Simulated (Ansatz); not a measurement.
Take NaCl in the rock salt structure (space group Fm-3m, No. 225; a = 5.601 Å) as the base.

Modification: an isotropic linear strain of −1.00 %; the atoms relax in the strained cell.

Method: Kohn–Sham DFT with the PBEsol functional, run in Ansatz (an electronic-structure program) with PAW and 420 eV plane waves, without spin-orbit coupling.

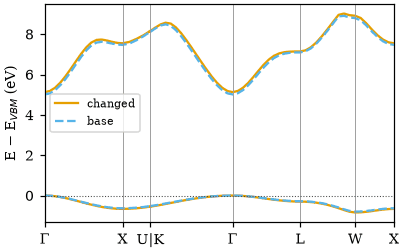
Figure: Highest valence and lowest conduction band along the path, each from its own valence-band maximum

The gap is 5.13 eV, direct at Γ; the base has 5.01 eV.

Stability against distortions was not tested.
